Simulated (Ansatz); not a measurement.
Ir, response to strain

Take Ir in the fcc (Cu type) structure (space group Fm-3m, No. 225; a = 3.812 Å; relaxed with 0.1 eV smearing) as the base. Axes: x, y, z lie along the cube axes.

Strains are applied to the cell and any free atomic positions relax.

Method: DFT with LDA, PAW potentials and a 420 eV plane-wave cutoff in Ansatz (a program for electronic structure), scalar-relativistic without spin-orbit coupling.

Notes on the quantities. pressure: mean of the normal stresses, compression positive.

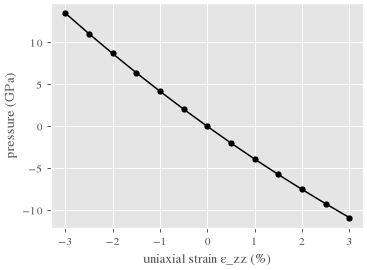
Fig. 1. Pressure against uniaxial strain ε_zz

```csv
uniaxial strain ε_zz (%),pressure
-3,13.5 GPa
-2.5,11.1 GPa
-2,8.7 GPa
-1.5,6.4 GPa
-1,4.2 GPa
-0.5,2.1 GPa
0.5,-2.0 GPa
1,-3.9 GPa
1.5,-5.7 GPa
2,-7.5 GPa
2.5,-9.2 GPa
3,-10.9 GPa
```

Stability against distortions was not tested. The final runs are not spin-polarised.
